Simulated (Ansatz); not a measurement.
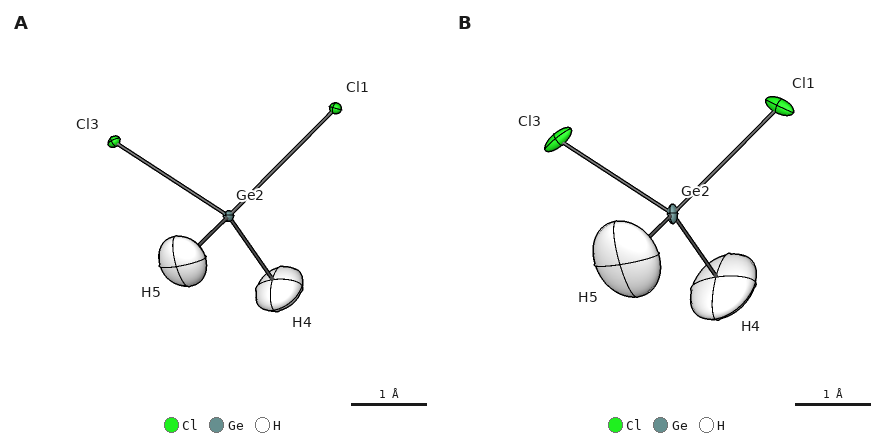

Displacement ellipsoids at the 50 % level, scaled by 1.5, from the internal vibrations of the free molecule (harmonic, no overall translation or rotation; no half-axis is drawn under 0.075 Å). Vibrations computed with RKS PBE0-D4/def2-TZVP (Ansatz 0.2.0). One panel is for 100 K, the other for 900 K.

> Which panel is for 900 K?

B.

> How much does the mean-square displacement of Cl3 grow, and why?

U_eq goes from 0.00078 to 0.0042 Å², a factor of 5.5. Modes below kT (626 cm⁻¹ at 900 K) grow about in proportion to T, and the lowest lies at 149 cm⁻¹; the mean-square amplitude of a mode is its zero-point value times coth(ħω/2kT), which comes close to 1 only above about 3kT.
